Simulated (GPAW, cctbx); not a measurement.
# Bonding in BaZn6Si as X-rays see it

Question: by how much does bonding change the X-ray structure factors of BaZn6Si, how firmly does DFT give the change, and what does a routine refinement make of it?

The cell comes from substitution in a known structure type and wasn't matched to any measured phase. All numbers below are calculated.

### 1. Find the equilibrium geometry

The density hangs on the geometry, so cell and atoms are relaxed first, with the symmetry held. The cutoff is set higher than for the density because stress converges slowly with plane waves.

Settings: GPAW 26.7.0, PBE, 570 eV, 4×4×4 k-points, Fermi–Dirac width 0.1 eV, BFGS to 0.03 eV/Å.

```text
cell
1.0
    -4.753000000    0.000000000    0.000000000
     0.000000000   -5.856000000    0.000000000
     0.000000000    2.928000000    5.612500000
Ba Zn Si
1 6 1
Direct
0.500000000 0.173500000 0.347000000
0.000000000 0.820000000 0.640000000
0.000000000 0.338200000 0.676400000
0.000000000 0.824800000 0.150200000
0.000000000 0.325400000 0.150200000
0.500000000 0.685900000 0.860200000
0.500000000 0.174300000 0.860200000
0.500000000 0.640100000 0.280200000
```

```console
$ OMP_NUM_THREADS=1 mpirun -n 4 gpaw python run.py > gpaw.log
```

```text
BFGS:    0      -12.300775        1.065069
BFGS:    1      -12.363961        1.022379
BFGS:    2      -12.752702        0.836529
BFGS:    3      -12.831734        0.925037
...
BFGS:   38      -14.895204        0.110154
BFGS:   39      -14.900294        0.104933
BFGS:   40      -14.903424        0.072315
cell  4.2558 5.2038 8.3297  108.20 90.00 90.00
volume 175.239 A^3, largest force 0.072 eV/A, largest stress 0.31 GPa
```

The cell moved far, while the k-mesh and basis were chosen for the start, so the final shape may be somewhat biased.

After 40 steps the volume has changed by +12.2 % and the energy by -2.603 eV; the largest stress left is 0.31 GPa. The run stopped at its step limit, short of the threshold (last value 0.072 eV/Å), so the geometry is not fully relaxed. It took 19 min on 4 cores of AMD EPYC 9R14 (Zen 4) (shared host), peak memory 2 GiB.

Relaxed structure: Amm2 (no. 38), a = 4.2558 Å, b = 5.2038 Å, c = 15.8258 Å, α = 90.00°, β = 90.00°, γ = 90.00°.

```
atom  mult.    x       y       z
 Ba1      2  1/2       0  0.2077
 Zn1      2    0     1/2  0.3677
 Zn2      2    0       0  0.3787
 Zn3      4    0  0.2350  0.0497
 Zn4      4  1/2  0.7461  0.4287
 Si1      2  1/2     1/2  0.0713
```

### 2. The all-electron density

X-rays see the whole electron density, so the PAW density is rebuilt with its core regions. Subtracting spherical free atoms from the same code cancels the cores and leaves the deformation density Δρ, the part due to bonding.

Settings: PBE, 450 eV, 6×5×5 k-points (along the axes of the calculation cell), Fermi–Dirac width 0.1 eV; primitive cell of 8 atoms.

```console
$ OMP_NUM_THREADS=1 mpirun -n 4 gpaw python run.py > gpaw.log
```

```text
|iter:   1|       0s |  -15.610450 | +1.07 |       |
|iter:   2|       3s |  -15.562431 | +0.34 | -1.32 |
|iter:   3|       5s |  -15.461835 | -0.25 | -1.37 |
...
|iter:  15|      32s |  -14.753017c| -6.45 | -5.72c|
|iter:  16|      34s |  -14.753017c| -7.26 | -6.04c|
|iter:  17|      36s |  -14.753017c| -7.83c| -6.35c|
```

```text
gpts.py:43: UserWarning: Initial realspace grid (21,27,42) inconsistent with symmetries.
gpts.py:43: UserWarning: Initial realspace grid (21,27,42) inconsistent with symmetries.
gpts.py:43: UserWarning: Initial realspace grid (21,27,42) inconsistent with symmetries.
gpts.py:43: UserWarning: Initial realspace grid (21,27,42) inconsistent with symmetries.
gpts.py:70: UserWarning: Using symmetrized grid: (21,42,42).
gpts.py:70: UserWarning: Using symmetrized grid: (21,42,42).
gpts.py:70: UserWarning: Using symmetrized grid: (21,42,42).
gpts.py:70: UserWarning: Using symmetrized grid: (21,42,42).
grid (42, 84, 84)  electrons 250.000  moved by bonding 1.411 e
deformation density beyond 0.5 A of the nuclei: max 0.067, min -0.081 e/A^3
atom        x       y       z   Voronoi charge  moment
Ba1    0.5000  0.7923  0.5846      0.068       0.00
Zn2    0.0000  0.1323  0.2646      0.048       0.00
Zn3    0.0000  0.6213  0.2425     -0.022       0.00
Zn4    0.0000  0.7153  0.9006      0.065       0.00
Zn5    0.0000  0.1853  0.9006      0.065       0.00
Zn6    0.5000  0.8252  0.1426      0.020       0.00
Zn7    0.5000  0.3174  0.1426      0.020       0.00
Si8    0.5000  0.4287  0.8573     -0.263       0.00
mean inner potential of superposed free atoms 15.786 V
total magnetic moment 0.000 muB
```

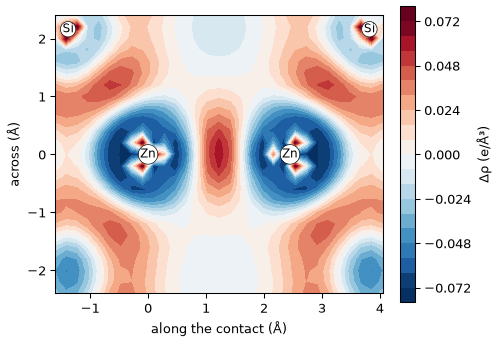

Deformation density in a plane through the shortest contact of the Zn atom at the origin; red gains electrons, blue loses them.

Si gains most (-0.26 e) and Ba loses most (+0.07 e), in averages over each element's sites, as electronegativity suggests. Such charges fall far short of formal ones, since overlapping free atoms already put density on their neighbours. Along the shortest contact from the Zn atom at the map's origin, Zn–Zn at 2.45 Å, Δρ is +0.06 e/Å³ at the midpoint: a modest build-up. At the midpoints of other shortest contacts it is +0.05 (Zn–Si, 2.56 Å) and +0.01 (Ba–Si, 3.38 Å) e/Å³. Point values carry grid noise of about 0.01 e/Å³. The run needed 17 iterations, 48 s.

### 3. Structure factors

The Fourier components of Δρ, added to those of the free atoms, give the static X-ray structure factors; the Mott–Bethe relation turns them into the Fourier components V of the potential that fast electrons feel.

```text
static structure factors of the conventional cell: F in electrons, V (Mott-Bethe) in volts
   h  k  l      d  |F| table  |F| free   |F| DFT   change   |V| free  |V| DFT  change %
   0  0  2  7.9129   109.260   109.215   109.002   -0.213     1.775    1.884      6.2
   0  1  1  4.9434    88.564    88.697    88.889    0.192     2.475    2.405     -2.8
   1  0  0  4.2558    13.942    14.038    14.759    0.720     1.412    1.241    -12.1
   0  0  4  3.9564    82.002    82.024    81.998   -0.026     1.698    1.709      0.6
   1  0  2  3.7481    92.203    92.243    92.203   -0.040     2.337    2.329     -0.3
   0  1  3  3.7047   107.651   107.757   107.959    0.203     3.235    3.195     -1.2
   1  1  1  3.2252    80.905    80.896    80.827   -0.069     1.824    1.827      0.1
   1  0  4  2.8977   274.122   273.794   273.259   -0.535     5.459    5.517      1.1
   1  1  3  2.7943   122.262   122.293   122.476    0.183     3.021    3.003     -0.6
   0  1  5  2.7042   114.994   114.994   114.712   -0.282     2.653    2.679      1.0
   0  0  6  2.6376   277.306   276.913   276.347   -0.566     5.940    5.992      0.9
   0  2  0  2.6019    13.442    13.750    14.223    0.473     0.754    0.712     -5.6
   0  2  2  2.4717   204.914   204.444   203.814   -0.631     3.869    3.917      1.2
   1  1  5  2.2824    83.583    83.682    83.727    0.045     1.871    1.869     -0.1
```

The largest X-ray change is +0.72 e on 100, 5.1 % of |F|. For electrons V goes as (Z − F)/g², so a change of F counts against Z − F, which is small at low angle and wherever the atoms' terms cancel: |V| of 100 moves by -12.1 % (1.41 to 1.24 V) against +5.1 % in |F|. The last three rows still change by up to 0.63 e; the table stops while the angles are still low. The tabulated Hartree–Fock atoms differ from the free DFT atoms by up to 0.47 e, so the choice of reference atom matters too.

### 4. Which functional?

The same geometry is run with other functionals, to see whether the bonding signal is larger than the spread between approximations. Free atoms are LDA for LDA and PBE otherwise. Any other changed setting is in the row's label.

| run | ΔF 100 (e) | ΔF 006 (e) | ΔF 104 (e) | q(Si) (e) | moved (e) | time |
| --- | --- | --- | --- | --- | --- | --- |
| PBE | +0.720 | -0.566 | -0.535 | -0.263 | 1.411 | 48 s |
| LDA | +0.674 | -0.532 | -0.511 | -0.243 | 1.360 | 43 s |
| revPBE | +0.738 | -0.578 | -0.523 | -0.273 | 1.449 | 51 s |

At the base's settings ΔF(100) spans +0.674 to +0.738 e, a spread of 9 % of the PBE value; over the three listed reflections the spread is at most 9 %, so sign and size hold across the functionals. Times are from shared hosts.

### 5. Refining ordinary atoms against data with bonding

Routine crystallography fits spherical atoms. To see the bias, intensities are simulated from tabulated atoms plus the DFT change ΔF, so that bonding alone can misfit (8058 reflections of the full sphere, merged to the counts below, to 0.45 Å, 1.5 % proportional noise plus counting noise, assumed isotropic U as listed, Δρ smeared by the mean U) and refined with cctbx over different ranges.

```csv
range,data,R1,GooF,U Ba1 (true 0.0077),U Zn1 (true 0.0097),U Zn2 (true 0.0097),U Zn3 (true 0.0097),largest shift (Å),"Δρ max, min (e/Å³)"
all data,2313,0.0094,0.95,0.0077,0.0096,0.0097,0.0097,0.0014,"0.39, -0.39"
"low resolution, d > 0.84",390,0.0061,1.00,0.0076,0.0096,0.0096,0.0096,0.0005,"0.20, -0.23"
"high order, d < 0.75",1778,0.0117,0.94,0.0077,0.0097,0.0097,0.0097,0.0019,"0.32, -0.39"
"occupancies free, d > 0.7",656,0.0066,0.98,0.0077,0.0095,0.0096,0.0096,0.0005,"0.20, -0.25"
```

With all data GooF is 0.95, so at this noise the bonding hardly shows; the top residual peak, near noise level, lies 1.26 Å from Zn and 1.26 Å from Zn, between them. No U is off by more than 3 s.u. at low resolution. With Ba1 held at 1 and the scale free, the other occupancies refine to Zn1 0.999(0.002), Zn2 1.000(0.003), Zn3 0.999(0.002) and Zn4 1.000(0.002), within three s.u. of full.

### 6. Answer

Bonding moves 1.41 e in the primitive cell of BaZn6Si and changes the structure factors of the conventional cell in the table above by at most 0.72 e (100, 5.1 %). The shortest bond, Zn–Zn, has Δρ = +0.06 e/Å³ at its midpoint. At the base's settings ΔF(100) spans +0.674 to +0.738 e, a spread of 9 % of the PBE value; over the three listed reflections the spread is at most 9 %, so sign and size hold across the functionals. With all data GooF is 0.95, so at this noise the bonding hardly shows. Limits: static density, frozen cores, no spin–orbit coupling; relaxation unfinished.

[Outputs are excerpts: Python notices, other lines and further rows are left out; steps that failed or that the build refused (PBEsol, TPSS) are not shown.]

[Logs are printed without paths, hosts, clocks, repeated set-up lines and the standing remarks that a program may print on its own settings, such as how far it seeks lower states.]
